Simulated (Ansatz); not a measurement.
CuH4OP (Cu(PH3)(OH))

The calculation's input:

```
crystal:
  periodic: [false, false, false]
  atoms:
    - {symbol: Cu, position_ang: [-0.030562, 0.052261, -0.950342]}
    - {symbol: P, position_ang: [-0.060547, 0.078288, 1.203233]}
    - {symbol: H, position_ang: [-0.770439, -0.914153, 1.908138]}
    - {symbol: H, position_ang: [-0.593772, 1.204891, 1.860317]}
    - {symbol: H, position_ang: [1.152493, -0.007994, 1.914608]}
    - {symbol: O, position_ang: [-0.078251, 0.150640, -2.742916]}
    - {symbol: H, position_ang: [0.381088, -0.563942, -3.193027]}
basis:
  gaussian: {orbitals: def2-TZVP, initial_orbitals: start.molden}
hamiltonian: {xc: pbe0, dispersion: d4}
scf: {omitted_lower_state_checks: [starts]}
output: {forces: true, orbitals: {seedname: orbitals}}
```

Launched as:

```sh
ansatz run in.yaml --threads 4 --pin off --events-out ev --progress --plain --max-ram 3916MiB
```

Geometry: B3LYP-D4/def2-TZVP.

All numbers below come from RKS PBE0-D4/def2-TZVP (Ansatz 0.2.0).

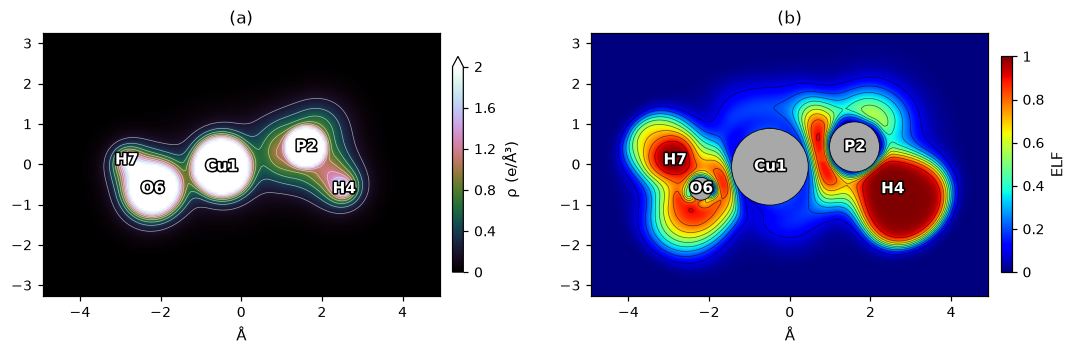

Figure 1. (a) electron density; (b) ELF on the plane of atoms Cu1, P2 and H4. Grey discs cover the atomic cores in the ELF map.

Read the bonding off the picture.

Answer. Atoms in the plane: Cu, P, H and O.
Cu–O (1.80 Å): the density is about 0.85 e/Å³ at the midpoint; the ELF peaks at about 0.85 in the valence shell of O, 0.6 Å from its nucleus, and is about 0.20 at the midpoint.
Cu–P (2.15 Å): ρ at the midpoint is about 0.66 e/Å³; the ELF peaks at about 0.85 between the atoms.
O–H (0.96 Å): ρ is about 3.7 e/Å³ halfway; the ELF climbs to about 1 towards the hydrogen, as it does in any bond to H; a covalent bond by its length.
P–H (1.41 Å): ρ at the midpoint is about 1.1 e/Å³; the ELF climbs to about 1 towards the hydrogen.

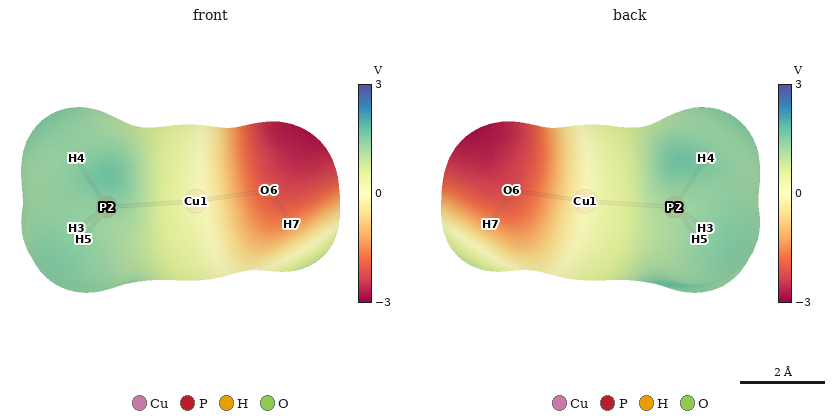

Figure 2. The electrostatic potential painted on the density surface at 0.002 e/bohr³, seen from the front and from behind; red is negative and blue positive.

Describe the electrostatic potential map.

Answer. The most negative region (about −2.8 V) lies over O6, the most positive (about +1.7 V) over P2. O6 is the likeliest acceptor of a hydrogen bond.

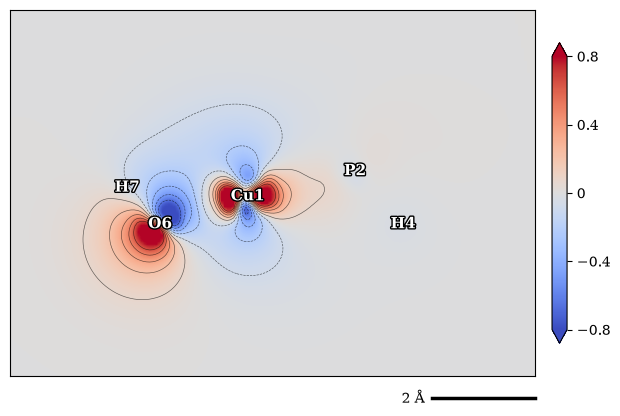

Figure 3. The HOMO−1 on the plane of atoms Cu1, O6 and H7 (values in Å⁻³ᐟ²; the overall sign is arbitrary).

What is the character of this orbital?

Answer. It lies mainly on Cu1 (about 50 %) and O6 (about 45 %). Its energy is −6.53 eV.
